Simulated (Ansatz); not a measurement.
Base system: KBr in the rock salt structure (space group Fm-3m, No. 225; a = 6.705 Å).

It is then changed as follows: the cell is scaled by 1.0250 in all directions; the atoms relax in the strained cell.

The values are results of PBE, PAW, 420 eV (Ansatz, a program for electronic structure; spin-orbit coupling left out), not measurements.

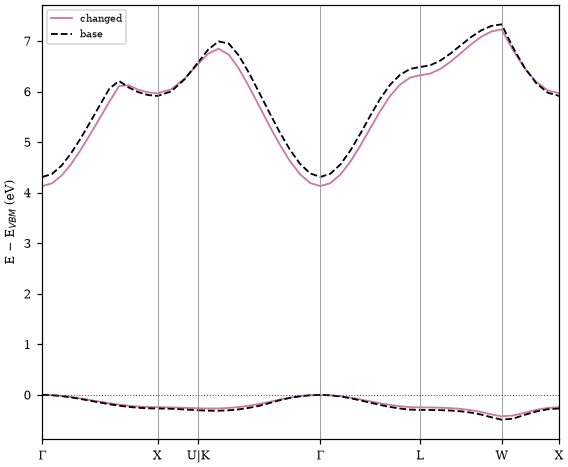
Highest valence and lowest conduction band along the path, each from its own valence-band maximum

The gap is 4.13 eV, direct at Γ; the base has 4.31 eV.

Whether these cells are dynamically stable was not tested.
